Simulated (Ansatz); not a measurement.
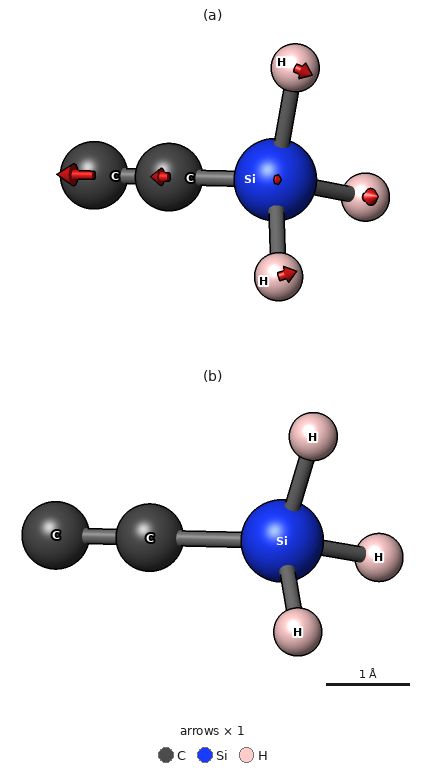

The structure of C2H3Si (charge −1) before (top) and after (bottom) a relaxation, at one scale. The red arrows give the displacements, at their true length.

A ball-and-stick model, seen from a free direction.

It is one of the separated reactants of a reaction.

Method: Ansatz, RKS PBE-D4/def2-SVPD.

Input file:
```yaml
crystal:
  periodic: [false, false, false]
  atoms:
    - {symbol: C, position_ang: [0.885316, -1.637938, 0.863909]}
    - {symbol: C, position_ang: [0.449520, -0.831757, 0.438654]}
    - {symbol: Si, position_ang: [-0.169185, 0.312995, -0.165097]}
    - {symbol: H, position_ang: [-1.446373, -0.147264, -0.937460]}
    - {symbol: H, position_ang: [0.841921, 0.974958, -1.154599]}
    - {symbol: H, position_ang: [-0.561200, 1.329006, 0.954592]}
basis:
  gaussian: {orbitals: def2-SVPD}
total_charge: -1
hamiltonian: {xc: pbe, dispersion: d4}
relax: {f_tol: 0.03, max_steps: 250}
```

Launched with:
```bash
ansatz run in.yaml --threads 2 --pin off --events-out ev --progress --plain --max-ram 4352MiB
```

> Summarise the run.

Over 6 geometry steps the energy falls by 7.585 eV. Largest force component: 36 eV/Å at the start, 0.01 eV/Å at the end. The atom that moves furthest after the best rigid fit is C1 (0.52 Å). By element the largest moves are C 0.52 Å, H 0.25 Å, Si 0.09 Å. Some distances before and after: C1–Si3 2.445 → 3.056 Å, C2–Si3 1.434 → 1.788 Å, C1–C2 1.010 → 1.268 Å, Si3–H4 1.562 → 1.524 Å. Among the angles between lasting bonds that change: H4–Si3–H5 109.9° → 103.4°, C2–Si3–H4 109.0° → 115.0°. Cost: 6.5 s on 2 threads of Arm Neoverse V2, on a shared host.
